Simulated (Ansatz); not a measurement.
# B3LYP/6-31G(d) (spherical functions) run of CH3FOSi (SMILES CO[Si]F)

What is the vertical electron affinity of CH3FOSi at B3LYP/6-31G* (spherical functions)? 

The calculation is run with Ansatz 0.2.0.

52 further runs of the same task are left out: 52 set aside as unsound or not needed.

### Step 1. The molecule

The species is CH3FOSi (7 atoms), meant as a singlet with charge 0. SMILES: `CO[Si]F`. The coordinates come from a PBE0-D4/def2-TZVP relaxation. This is one conformer, not always the lowest.

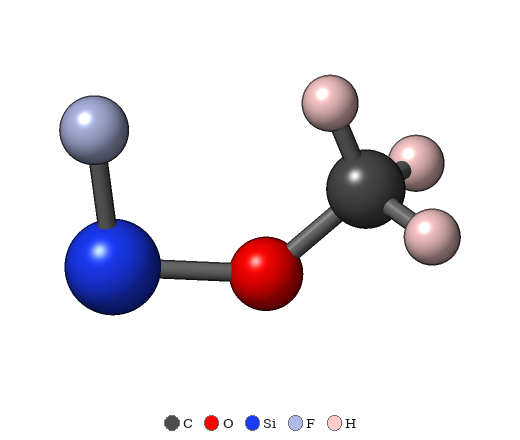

The structure, seen from a chosen angle (carbon dark grey, oxygen red, silicon blue, fluorine light blue, hydrogen pink).

### Step 2. The energy at B3LYP/6-31G(d) (spherical functions)

File molecule.yaml:

```yaml
crystal:
  periodic: [false, false, false]
  atoms:
    - {symbol: C, position_ang: [-0.503600, 0.227100, 0.591000]}
    - {symbol: O, position_ang: [0.658100, 0.670200, -0.085400]}
    - {symbol: Si, position_ang: [1.551000, 0.028500, -1.285700]}
    - {symbol: F, position_ang: [0.775300, -1.362500, -1.591300]}
    - {symbol: H, position_ang: [-0.842000, -0.740100, 0.213800]}
    - {symbol: H, position_ang: [-0.282000, 0.142900, 1.656600]}
    - {symbol: H, position_ang: [-1.295700, 0.965900, 0.455500]}
basis:
  gaussian: {orbitals: 6-31G_st_-spherical.json}
magnetization: {spin_polarized: false}
output: {orbitals: {seedname: orbitals}}
accuracy: high
hamiltonian: {xc: {name: B3LYP}}
```

The basis set 6-31G* is read from a file made from the Basis Set Exchange's data (not shown).

Run with:

```bash
$ ansatz run molecule.yaml --threads 1 --pin off --max-ram 2610MiB --events-out events.jsonl --progress --plain --runs-dir runs
```

The program printed:

```text
Warning: RAYON_NUM_THREADS=1 ignored (pool sized by the plan → 1); use --threads N
Functional definition: B3LYP
  name "B3LYP"
  parameter a0 = 0.2
  parameter ax = 0.72
  parameter ac = 0.81
  exchange = (1 - a0 - ax)*slater_x + ax*b88_x + a0*exact_x
  correlation = (1 - ac)*vwn_rpa_c + ac*lyp_c
1467 factors; integrals over basis functions are off by at most 3.5e-9 eV
mean field evaluation 1: about -13723.1074 eV, gradient 5.5e1 eV
mean field evaluation 2: about -13707.0635 eV, gradient 1.1e2 eV
mean field evaluation 4: about -13728.6166 eV, gradient 6.4e0 eV
mean field evaluation 8: about -13728.8449 eV, gradient 1.3e-1 eV
mean field evaluation 16: about -13728.8450 eV, gradient 2.5e-6 eV
mean field -13728.84499060 eV, -504.5257476590 hartree, gradient 3.3e-8 eV, S^2 0.000000; 0 other end points of the search recorded, 0 dependent functions left out
reference -13728.84502354 eV, -504.5257488698 hartree; 20, 20 occupied and 46, 46 virtual orbitals, 1467 factors
Total energy: -13728.84502354 eV, -504.5257488698 hartree
```

Wall time 5.4 s (1 thread of Arm Neoverse V1, shared host); peak memory 0.19 GiB.

### Step 3. The doublet anion at the same level

File in.yaml:

```yaml
crystal:
  periodic: [false, false, false]
  atoms:
    - {symbol: C, position_ang: [-0.503600, 0.227100, 0.591000]}
    - {symbol: O, position_ang: [0.658100, 0.670200, -0.085400]}
    - {symbol: Si, position_ang: [1.551000, 0.028500, -1.285700]}
    - {symbol: F, position_ang: [0.775300, -1.362500, -1.591300]}
    - {symbol: H, position_ang: [-0.842000, -0.740100, 0.213800]}
    - {symbol: H, position_ang: [-0.282000, 0.142900, 1.656600]}
    - {symbol: H, position_ang: [-1.295700, 0.965900, 0.455500]}
basis:
  gaussian:
    orbitals: 6-31G_st_-spherical.json
hamiltonian:
  xc: {name: B3LYP}
magnetization:
  spin_polarized: true
  initial_magnetization: 1
accuracy: high
total_charge: -1
output:
  orbitals: {seedname: orbitals}
```

The basis set 6-31G* is read from a file made from the Basis Set Exchange's data (not shown).

Run with:

```bash
$ ansatz run in.yaml --threads 1 --pin off --max-ram 2610MiB --events-out events.jsonl --progress --plain --runs-dir runs
```

The program printed, cut to the lines that bear on the results:

```text
Warning: RAYON_NUM_THREADS=1 ignored (pool sized by the plan → 1); use --threads N
[... 7 set-up lines as earlier in the session ...]
1467 factors; integrals over basis functions are off by at most 3.5e-9 eV
mean field evaluation 1: about -13726.8137 eV, gradient 1.4e1 eV
mean field evaluation 2: about -13726.6011 eV, gradient 1.7e1 eV
mean field evaluation 4: about -13727.6989 eV, gradient 6.2e-1 eV
mean field evaluation 8: about -13727.8746 eV, gradient 1.5e-1 eV
mean field evaluation 16: about -13727.8747 eV, gradient 7.3e-5 eV
mean field -13727.87465807 eV, -504.4900885964 hartree, gradient 4.0e-8 eV, S^2 0.753455; 0 other end points of the search recorded, 0 dependent functions left out
reference -13727.87469300 eV, -504.4900898801 hartree; 21, 20 occupied and 45, 46 virtual orbitals, 1467 factors
Total energy: -13727.87469300 eV, -504.4900898801 hartree
```

It took 9 s on 1 thread of Arm Neoverse V1, shared host; peak memory 0.28 GiB.

### Step 4. Results

At B3LYP/6-31G* (spherical functions):

| quantity | value |
| --- | --- |
| singlet CH3FOSi: total energy | -504.52575 Eh |
| singlet CH3FOSi: HOMO energy | -7.20 eV |
| singlet CH3FOSi: LUMO energy | -1.36 eV |
| singlet CH3FOSi: HOMO–LUMO gap | 5.84 eV |
| doublet anion: total energy | -504.49009 Eh |
| doublet anion: HOMO energy (highest over α and β) | 3.32 eV |
| doublet anion: LUMO energy (lowest over α and β) | 5.70 eV |
| doublet anion: ⟨S²⟩ | 0.753 |
| vertical electron affinity (to the doublet anion) | -0.970 eV |

The anion lies 0.97 eV (93.6 kJ/mol) above the neutral: the electron isn't bound at this level, and such a value depends on the basis. Without diffuse functions anions come out too high. The HOMO (doublet anion) lies at positive energy, 3.32 eV; only total energies tell whether the electron is bound.
